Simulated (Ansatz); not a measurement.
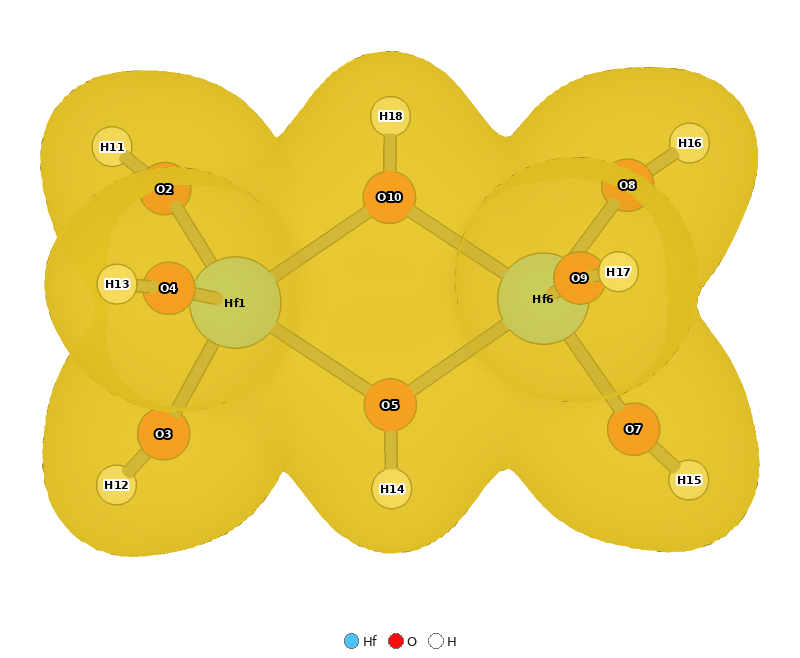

The picture shows: H8Hf2O8 (Hf2(OH)8) (charge +1, doublet). Isosurface of the electron density at 0.05 e/Å³ (yellow), seen across its widest extent.

Geometry: PBE-D4/def2-SVP; core potentials replace the inner electrons of Hf.

Computed with UKS PBE0-D4/def2-TZVP in Ansatz 0.2.0.

| atom | x (Å) | y (Å) | z (Å) |
| --- | --- | --- | --- |
| Hf | -0.5749 | 1.4595 | 0.8895 |
| O | 0.8191 | 2.7626 | 1.4062 |
| O | -1.5908 | 2.7921 | -0.1503 |
| O | -1.5938 | 0.9707 | 2.4330 |
| O | -1.0286 | -0.0082 | -0.6498 |
| Hf | 0.4913 | -1.5551 | -0.7677 |
| O | -0.0047 | -1.8436 | -2.6550 |
| O | 2.4283 | -1.7296 | -1.1365 |
| O | -0.1188 | -3.0537 | 0.2525 |
| O | 1.0085 | -0.0124 | 0.6772 |
| H | 1.2908 | 3.5632 | 1.6874 |
| H | -1.9745 | 3.5938 | -0.5401 |
| H | -2.1438 | 0.9699 | 3.2295 |
| H | -1.7855 | 0.0574 | -1.2608 |
| H | -0.0395 | -2.0381 | -3.6052 |
| H | 3.2778 | -2.0605 | -1.4714 |
| H | -0.3484 | -3.9388 | 0.5706 |
| H | 1.8874 | 0.0707 | 1.0909 |

Q: What does this surface tell about the bonding?

A: At this value the surface is in one piece. It bridges the sampled Hf–O (1.91 Å), O–H (0.97 Å), Hf–O (1.97 Å) and Hf–O (2.17 Å) contacts, where the density stays above the isovalue. On the grid the lowest density along these lines, outside the cores, is 0.87 e/Å³ (Hf–O, 1.91 Å), 2.3 e/Å³ (O–H, 0.97 Å), 0.75 e/Å³ (Hf–O, 1.97 Å) and 0.51 e/Å³ (Hf–O, 2.17 Å).
